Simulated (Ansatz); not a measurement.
The calculation's input:

```
crystal:
  periodic: [false, false, false]
  atoms:
    - {symbol: O, position_ang: [-0.806730, -1.434765, 1.670012]}
    - {symbol: S, position_ang: [-0.126759, -0.215106, -1.003342]}
    - {symbol: Si, position_ang: [-1.078385, -1.755527, -0.015715]}
    - {symbol: H, position_ang: [-0.283956, -0.622091, 1.726257]}
basis:
  gaussian:
    orbitals: def2-TZVPD
hamiltonian:
  xc: {name: PBE0}
output: {forces: true, orbitals: {seedname: orbitals}}
total_charge: -1
```

Command:

```sh
ansatz run input.yaml --threads 1 --pin off --max-ram 2610MiB --events-out events.jsonl --progress --plain --runs-dir runs
```

Geometry: PBE0-D3(BJ)/def2-SVPD.

Theory: Ansatz, isolated molecule in a Gaussian basis; Kohn-Sham density functional theory, functional PBE0.

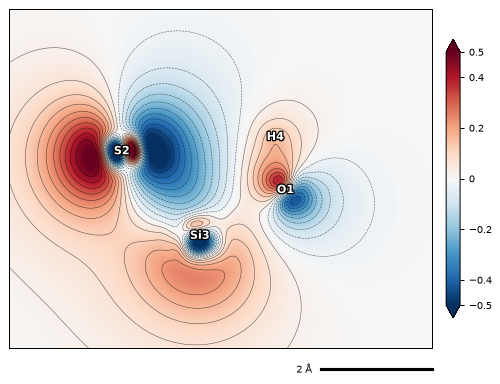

HOSSi (SMILES O[Si-]=S) (charge −1). The HOMO−1 on the molecular plane (values in Å⁻³ᐟ²; the overall sign is arbitrary).

What is the character of this orbital?

It lies mainly on S2 (about 65 %) and Si3 (about 30 %); it is symmetric in the molecular plane (an in-plane orbital: σ, lone-pair or in-plane π type). Its energy is −1.90 eV.
